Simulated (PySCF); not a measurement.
# C2H5FOSi: NMR shifts at several levels of theory, part 2 of 2

PySCF 2.14.0. Atoms count from 0. Earlier steps stand in the parts before.

## Step 9: Shielding tensors: LC-wPBE/pcSseg-2

What the job is given:

```
{"job": {"kind": "nmr", "xc": "LC-wPBE", "basis": "pcSseg-2", "pop": false}, "charge": 0, "multiplicity": 1}
C     -1.483182     0.090024     0.149207
C     -0.238561    -0.061760    -0.673466
O     -0.246818    -0.193275    -1.878570
Si     1.512484    -0.066037     0.121798
F      1.397083     0.158523     1.732371
H     -1.526838    -0.704351     0.912537
H     -2.373704     0.051000    -0.493612
H     -1.451599     1.044564     0.700087
H      2.150665    -1.385170    -0.133968
H      2.308488     1.046435    -0.461084
```

Method: GIAO LC-wPBE/pcSseg-2 NMR shielding, non-relativistic, gas phase.

What it wrote:

```text
coarse grid: 9072 points
cycle   1  E = -543.5151588376  dE =  4.714e-01  |g| = 9.976e-01  |ddm| = 2.185e+00
cycle   2  E = -543.3628972044  dE =  1.523e-01  |g| = 1.448e+00  |ddm| = 1.460e+00
cycle   3  E = -543.7058041428  dE = -3.429e-01  |g| = 9.648e-02  |ddm| = 9.141e-01
cycle   4  E = -543.7070958482  dE = -1.292e-03  |g| = 6.887e-02  |ddm| = 7.682e-02
cycle   5  E = -543.7078785011  dE = -7.827e-04  |g| = 1.188e-02  |ddm| = 4.643e-02
cycle   6  E = -543.7079298846  dE = -5.138e-05  |g| = 4.004e-03  |ddm| = 1.757e-02
cycle   7  E = -543.7079370269  dE = -7.142e-06  |g| = 1.299e-03  |ddm| = 8.799e-03
final grid: 84016 points
cycle   8  E = -543.7098495927  dE = -1.006e-04  |g| = 7.455e-03  |ddm| = 3.305e-02
cycle   9  E = -543.7098499321  dE = -3.394e-07  |g| = 7.366e-03  |ddm| = 5.389e-03
cycle  10  E = -543.7098574249  dE = -7.493e-06  |g| = 1.221e-03  |ddm| = 3.403e-03
cycle  11  E = -543.7098576812  dE = -2.562e-07  |g| = 3.804e-04  |ddm| = 6.180e-04
cycle  12  E = -543.7098577131  dE = -3.188e-08  |g| = 1.894e-04  |ddm| = 6.228e-04
cycle  13  E = -543.7098577212  dE = -8.150e-09  |g| = 4.629e-05  |ddm| = 2.045e-04
cycle  14  E = -543.7098577225  dE = -1.270e-09  |g| = 1.600e-05  |ddm| = 1.757e-04
cycle  15  E = -543.7098577226  dE = -1.216e-10  |g| = 2.681e-06  |ddm| = 5.552e-05
converged SCF energy = -543.7098577226

GIAO shielding tensors (ppm)
atom      isotropic    diamagn.    paramagn.     s11        s22        s33       span
  0 C      147.125     244.563     -97.437    108.885    141.528    190.963     82.079
  1 C      -72.702     249.817    -322.519   -192.667   -127.147    101.707    294.374
  2 O     -493.850     393.290    -887.141  -1371.296   -499.476    389.221   1760.517
  3 Si     378.784     875.936    -497.151    308.712    357.734    469.907    161.194
  4 F      391.896     468.228     -76.332    368.437    396.632    410.619     42.182
  5 H       28.652      29.949      -1.297     25.750     29.068     31.138      5.388
  6 H       28.980      29.122      -0.142     26.576     27.084     33.281      6.705
  7 H       28.681      29.907      -1.226     25.776     29.039     31.228      5.452
  8 H       26.580      28.697      -2.117     23.716     25.510     30.514      6.799
  9 H       26.586      28.707      -2.121     23.684     25.524     30.550      6.865
```

Run time: 36 s. Hardware: 1 thread of Arm Neoverse V2, shared host; peak memory 0.99 GiB.

This run: δ C1 261.0, C0 41.2, O2 826.5, Si3 -32.1, H8 4.73, H5 2.55 ppm (means over like atoms).

## Step 10: Shielding tensors: PBE0/STO-3G

The job, as its differences from that of step 9:

```diff
@@ -1,2 +1,2 @@
-{"job": {"kind": "nmr", "xc": "LC-wPBE", "basis": "pcSseg-2", "pop": false}, "charge": 0, "multiplicity": 1}
+{"job": {"kind": "nmr", "xc": "PBE0", "basis": "STO-3G", "pop": true}, "charge": 0, "multiplicity": 1}
 C     -1.483182     0.090024     0.149207
```

Level: GIAO PBE0/STO-3G NMR shielding, non-relativistic, gas phase.

What it wrote:

```text
coarse grid: 9072 points
cycle   1  E = -536.4719790472  dE =  4.230e-01  |g| = 7.014e-01  |ddm| = 3.853e+00
cycle   2  E = -536.0528343043  dE =  4.191e-01  |g| = 1.485e+00  |ddm| = 2.685e+00
cycle   3  E = -536.6592677905  dE = -6.064e-01  |g| = 1.092e-01  |ddm| = 1.676e+00
cycle   4  E = -536.6626593685  dE = -3.392e-03  |g| = 6.177e-02  |ddm| = 2.259e-01
cycle   5  E = -536.6637544239  dE = -1.095e-03  |g| = 6.553e-03  |ddm| = 7.406e-02
cycle   6  E = -536.6637661340  dE = -1.171e-05  |g| = 2.179e-03  |ddm| = 9.523e-03
cycle   7  E = -536.6637675538  dE = -1.420e-06  |g| = 2.196e-04  |ddm| = 2.940e-03
final grid: 84016 points
cycle   8  E = -536.6201380345  dE =  8.324e-06  |g| = 7.845e-03  |ddm| = 1.497e-02
cycle   9  E = -536.6200928980  dE =  4.514e-05  |g| = 1.503e-02  |ddm| = 2.419e-02
cycle  10  E = -536.6201549533  dE = -6.206e-05  |g| = 6.058e-04  |ddm| = 1.601e-02
cycle  11  E = -536.6201550698  dE = -1.165e-07  |g| = 2.616e-05  |ddm| = 8.519e-04
cycle  12  E = -536.6201550701  dE = -2.400e-10  |g| = 1.108e-05  |ddm| = 6.889e-05
converged SCF energy = -536.6201550701

GIAO shielding tensors (ppm)
atom      isotropic    diamagn.    paramagn.     s11        s22        s33       span
  0 C      204.410     246.512     -42.102    184.641    202.828    225.761     41.120
  1 C       71.089     255.920    -184.831    -19.166     58.895    173.537    192.703
  2 O     -416.008     383.807    -799.814  -1398.632   -314.911    465.521   1864.154
  3 Si     563.241     868.133    -304.891    508.838    514.982    665.904    157.065
  4 F      539.305     455.286      84.019    380.951    591.932    645.033    264.082
  5 H       30.205      30.432      -0.227     26.043     29.352     35.221      9.179
  6 H       30.145      29.493       0.652     26.299     27.185     36.950     10.651
  7 H       30.220      30.396      -0.176     26.041     29.306     35.314      9.273
  8 H       29.732      30.922      -1.190     26.070     27.126     35.999      9.930
  9 H       29.719      30.903      -1.185     25.991     27.164     36.002     10.011
```

Wall time 1.8 s (1 thread of Arm Neoverse V2, shared host); peak memory 0.53 GiB.

This run: δ C1 163.6, C0 30.3, O2 757.7, Si3 -45.6, H8 2.88, H5 2.41 ppm (means over like atoms).

## Step 11: Shielding tensors: PBE0/6-31G

The job, as its differences from that of step 10:

```diff
@@ -1,2 +1,2 @@
-{"job": {"kind": "nmr", "xc": "PBE0", "basis": "STO-3G", "pop": true}, "charge": 0, "multiplicity": 1}
+{"job": {"kind": "nmr", "xc": "PBE0", "basis": "6-31G", "pop": true}, "charge": 0, "multiplicity": 1}
 C     -1.483182     0.090024     0.149207
```

Method: GIAO PBE0/6-31G NMR shielding, non-relativistic, gas phase.

What it wrote:

```text
coarse grid: 9072 points
cycle   1  E = -543.1456736057  dE =  5.769e-01  |g| = 9.224e-01  |ddm| = 2.949e+00
cycle   2  E = -542.5558949368  dE =  5.898e-01  |g| = 1.939e+00  |ddm| = 2.887e+00
cycle   3  E = -543.3140922793  dE = -7.582e-01  |g| = 2.328e-01  |ddm| = 2.192e+00
cycle   4  E = -543.3241174830  dE = -1.003e-02  |g| = 8.130e-02  |ddm| = 2.821e-01
cycle   5  E = -543.3252255391  dE = -1.108e-03  |g| = 1.973e-02  |ddm| = 7.833e-02
cycle   6  E = -543.3253123459  dE = -8.681e-05  |g| = 5.009e-03  |ddm| = 2.036e-02
cycle   7  E = -543.3253179297  dE = -5.584e-06  |g| = 7.751e-04  |ddm| = 6.935e-03
final grid: 84016 points
cycle   8  E = -543.2878515681  dE =  4.347e-06  |g| = 9.416e-03  |ddm| = 1.294e-02
cycle   9  E = -543.2877893864  dE =  6.218e-05  |g| = 1.991e-02  |ddm| = 2.510e-02
cycle  10  E = -543.2878696050  dE = -8.022e-05  |g| = 1.242e-03  |ddm| = 1.777e-02
cycle  11  E = -543.2878699735  dE = -3.685e-07  |g| = 1.066e-04  |ddm| = 1.140e-03
cycle  12  E = -543.2878699749  dE = -1.423e-09  |g| = 6.573e-05  |ddm| = 1.383e-04
cycle  13  E = -543.2878699757  dE = -7.145e-10  |g| = 8.972e-06  |ddm| = 6.800e-05
converged SCF energy = -543.2878699757

GIAO shielding tensors (ppm)
atom      isotropic    diamagn.    paramagn.     s11        s22        s33       span
  0 C      160.469     251.292     -90.823    124.218    155.368    201.820     77.602
  1 C      -31.361     252.979    -284.339   -123.637    -83.657    113.213    236.850
  2 O     -491.725     394.399    -886.124  -1372.789   -476.873    374.488   1747.277
  3 Si     442.042     878.405    -436.363    372.223    410.166    543.736    171.513
  4 F      431.245     471.107     -39.863    392.660    412.989    488.085     95.425
  5 H       29.507      29.223       0.285     26.667     29.579     32.277      5.611
  6 H       30.034      29.807       0.227     27.438     27.643     35.021      7.583
  7 H       29.524      29.199       0.325     26.685     29.525     32.361      5.676
  8 H       27.384      28.482      -1.098     23.837     25.893     32.422      8.585
  9 H       27.395      28.496      -1.101     23.814     25.937     32.434      8.619
```

Run time: 3.5 s. Hardware: 1 thread of Arm Neoverse V2, shared host; peak memory 0.53 GiB.

Key values: δ C1 230.9, C0 39.1, O2 810.2, Si3 2.7, H8 5.22, H5 2.92 ppm (means over like atoms).

## Step 12: Side by side: NMR shifts

Shifts (ppm), means over like atoms, with basis size and wall time:

```csv
run,C1,C0,H8,H5,O2,Si3,F4,functions,time
PBE0/pcSseg-2,252.3,40.9,4.83,2.56,818.4,-39.7,-209.7,257,21 s
mPW1PW91/pcSseg-2,252.4,40.8,4.80,2.55,817.9,-40.4,-208.4,257,21 s
WP04/pcSseg-2,252.8,39.7,4.21,2.48,771.1,-50.6,-208.1,257,21 s
B97-2/pcSseg-2,246.8,40.0,4.73,2.54,791.3,-42.1,-208.9,257,21 s
BHandHLYP/pcSseg-2,253.0,39.2,4.61,2.51,819.7,-43.7,-190.2,257,20 s
CAM-B3LYP/pcSseg-2,257.2,40.6,4.75,2.53,817.5,-41.3,-199.5,257,26 s
wB97X-D/pcSseg-2,254.2,41.0,4.76,2.54,820.9,-40.1,-200.8,257,26 s
LC-wPBE/pcSseg-2,261.0,41.2,4.73,2.55,826.5,-32.1,-188.3,257,36 s
PBE0/STO-3G,163.6,30.3,2.88,2.41,757.7,-45.6,-234.9,34,1.8 s
PBE0/6-31G,230.9,39.1,5.22,2.92,810.2,2.7,-253.9,59,3.5 s
```

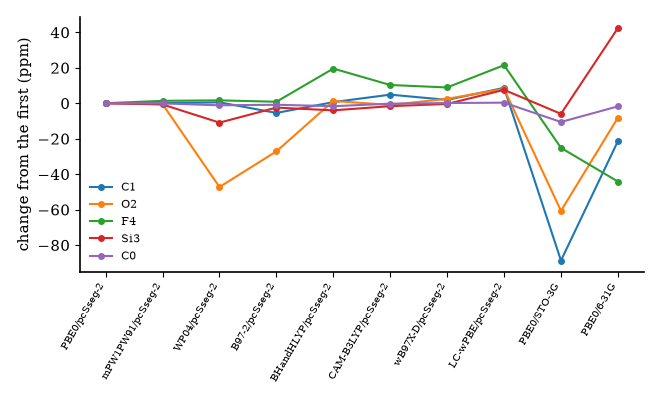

How five of the tabulated atoms move from run to run.

## Step 13: What came out

This closing draws on all 2 parts.

```
                                                              quantity                                             value
                                13C shifts against TMS (PBE0/pcSseg-2)                                   252.3, 40.9 ppm
1H shifts against TMS (PBE0/pcSseg-2, means over atoms taken as alike)                                    4.83, 2.56 ppm
                                17O shifts against H2O (PBE0/pcSseg-2)                                         818.4 ppm
                               29Si shifts against TMS (PBE0/pcSseg-2)                                         -39.7 ppm
                              19F shifts against CFCl3 (PBE0/pcSseg-2)                                        -209.7 ppm
                                              range of the shift of C1                                163.6 to 261.0 ppm
                                         property runs in this session  10, of which 0 failed and 1 gave unsound results
```

**Reading.** Single values in the summary come from the first run of each kind that ended normally (PBE0/pcSseg-2), which need not be the best level. At PBE0/pcSseg-2: Shielding is most anisotropic at O2 (span 1709 ppm, paramagnetic term -884 ppm). Across the 10 runs the shift of C1 moves most, between 163.6 (PBE0/STO-3G) and 261.0 ppm (LC-wPBE/pcSseg-2). A minimal basis is unusable for shieldings, so that end is no result.
